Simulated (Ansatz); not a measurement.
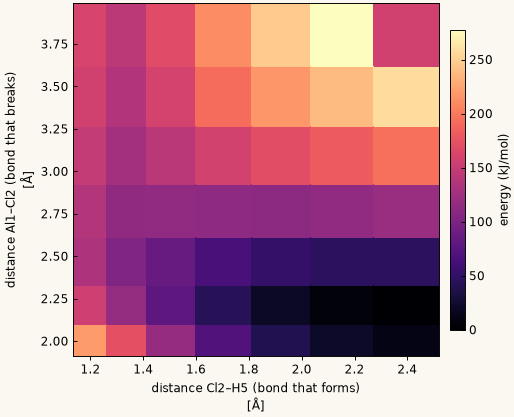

Energy landscape of the reacting system AlClF2H2O (fragments AlClF₂H₂O where the first distance is long, AlF₂HO + ClH where the second is long). Coordinates scanned: (1) distance Cl2–H5 (bond that forms); (2) distance Al1–Cl2 (bond that breaks). Relaxed at each point: all other coordinates. The grid has 7 × 7 points. Points are written as (first, second). Energies are in kJ/mol, from the lowest grid point. Energies and slopes of some neighbouring points disagree (a jump in structure or state, or too coarse a mesh). The reference is spin-restricted, so regions where a bond is pulled apart into radicals lie too high. Theory: Ansatz 0.2.0, RKS r2SCAN-D4/def2-SVP.

In the figure: one coloured cell a grid point. 

Describe this landscape.

The lowest grid point is at (2.397 Å, 2.199 Å). It lies at the edge of the scanned range, so the true minimum may lie outside. The highest grid point, (2.152 Å, 3.807 Å), lies 278 kJ/mol above the lowest.

Grid values (kJ/mol):

| second ↓, first → | 1.197 | 1.325 | 1.501 | 1.702 | 1.920 | 2.152 | 2.397 |
| --- | --- | --- | --- | --- | --- | --- | --- |
| 3.807 | 162 | 142 | 169 | 210 | 247 | 278 | 157 |
| 3.440 | 157 | 137 | 159 | 191 | 216 | 238 | 257 |
| 3.091 | 148 | 127 | 142 | 158 | 170 | 182 | 195 |
| 2.764 | 137 | 113 | 114 | 112 | 111 | 114 | 120 |
| 2.463 | 133 | 103 | 85 | 65 | 52 | 47 | 46 |
| 2.199 | 155 | 117 | 79 | 43 | 20 | 6 | 0 |
| 2.007 | 220 | 172 | 117 | 70 | 39 | 21 | 10 |

The whole map (49 points run) took 21 min on 1 thread of Arm Neoverse V2, on a shared host.
